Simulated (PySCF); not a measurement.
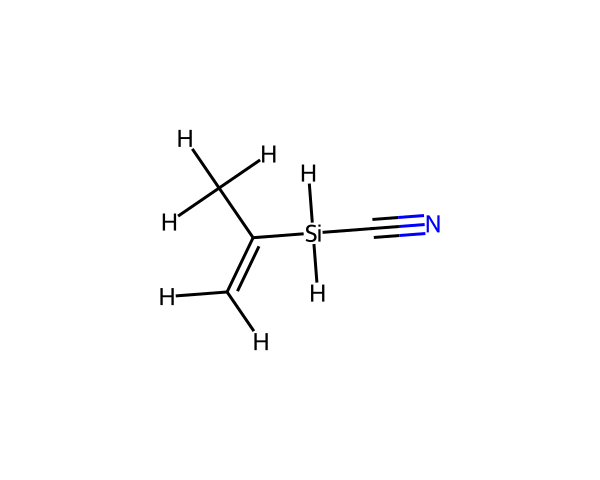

Structural formula above. Computed geometry: PBE0-D3(BJ)/def2-SVP optimisation. No frequency run is at hand to confirm it as a minimum.

Describe the 3D structure.

It has 13 atoms: 4 carbon, 7 hydrogen, 1 nitrogen and 1 silicon (C4H7NSi). SMILES: `C=C(C)[SiH2]C#N`. It has no ring. Among its groups: nitrile, alkene, Si–H bond. The point group is C1. Coordination: 2 C trigonal planar; 1 C tetrahedral; 1 Si tetrahedral; 1 C linear.

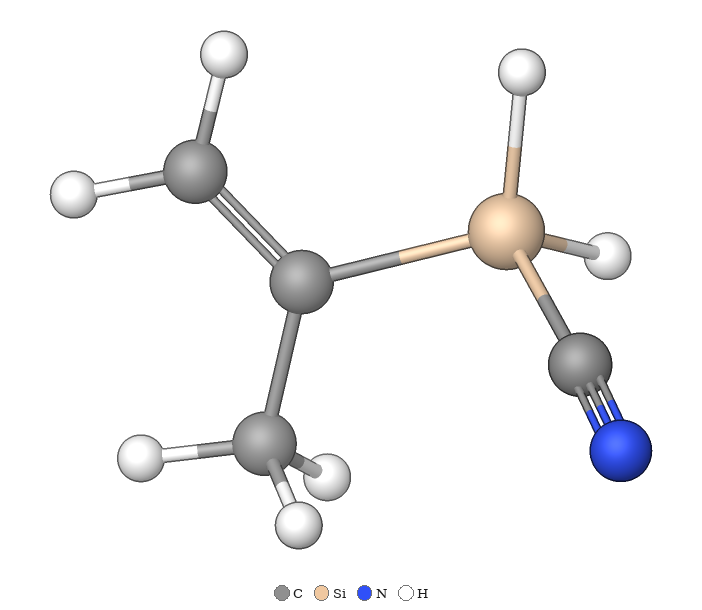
